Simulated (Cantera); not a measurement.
A closed system holds: 1 mol TiCl4, 0.06 mol O2, held at 69.0 Pa.

Equilibrium computed with Cantera from the NASA thermochemical tables; the gas is ideal and each condensed phase is pure. Candidate condensed phases: Ti, TiCl2, TiCl3, TiCl4, TiO, TiO2, Ti2O3, Ti3O5, Ti4O7; 15 gas species. The tables' values for TiCl2 are old estimates; treat these amounts as uncertain. Condensed phases not in the tables: TiOCl. Rates play no part.

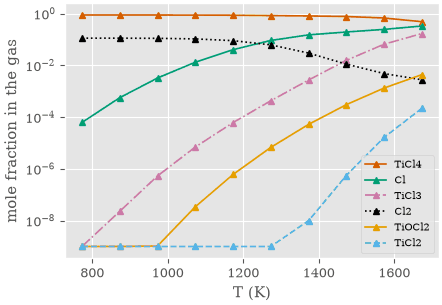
Equilibrium gas composition (values under 1e-9 drawn at 1e-9)

Read off the mole fractions at 1673 K.

TiCl4 about 0.49, Cl about 0.33, TiCl3 about 0.17, TiOCl2 about 0.0044, Cl2 about 0.0028, TiCl2 about 0.00022.
